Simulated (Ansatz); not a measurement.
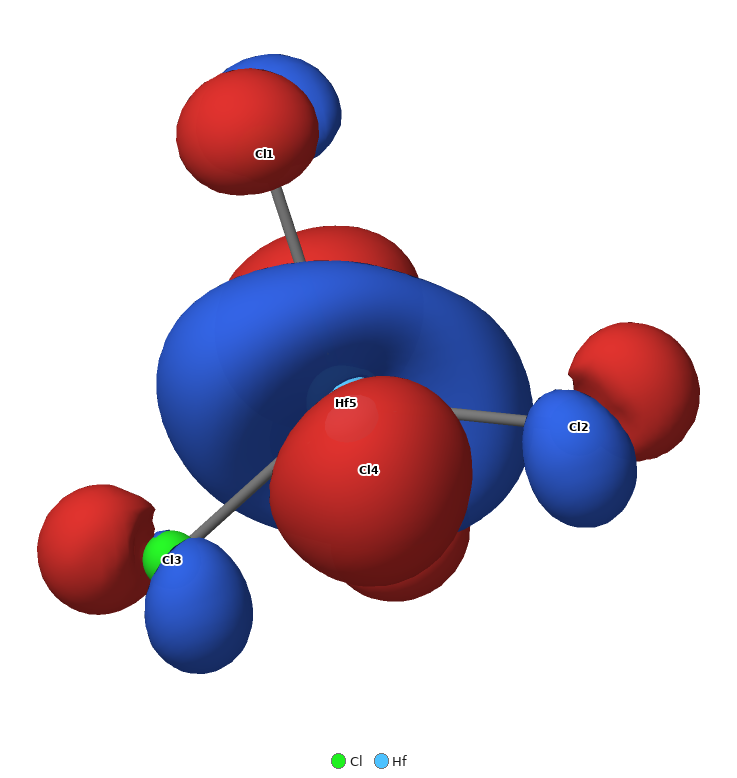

The picture shows: Cl$_{4}$Hf (SMILES [Cl][Hf]([Cl])([Cl])[Cl]). The LUMO at ±0.1 Å⁻³ᐟ² (blue and red are the two phases), seen at an oblique angle.

Geometry: PBE0-D4/def2-SVP; core potentials replace the inner electrons of Hf.

All numbers below come from Ansatz 0.2.0, isolated molecule in a Gaussian basis; Kohn-Sham density functional theory, functional PBE0.

```json
{"atom": "Cl", "x (Å)": "-0.4229", "y (Å)": "-0.4785", "z (Å)": "2.2685"}
{"atom": "Cl", "x (Å)": "1.1529", "y (Å)": "-1.5381", "z (Å)": "-1.0215"}
{"atom": "Cl", "x (Å)": "-2.2610", "y (Å)": "0.1283", "z (Å)": "-0.9999"}
{"atom": "Cl", "x (Å)": "0.8445", "y (Å)": "2.1495", "z (Å)": "-0.1635"}
{"atom": "Hf", "x (Å)": "-0.1717", "y (Å)": "0.0652", "z (Å)": "0.0207"}
```

> What is the character of this orbital?

By Hirshfeld shares it lies mainly on Hf5 (about 65 %), Cl1 (about 10 %), Cl3 (about 10 %), Cl2 (about 10 %) and Cl4 (about 10 %). It is one of a degenerate set, so its orientation is arbitrary. Its energy is −2.25 eV.
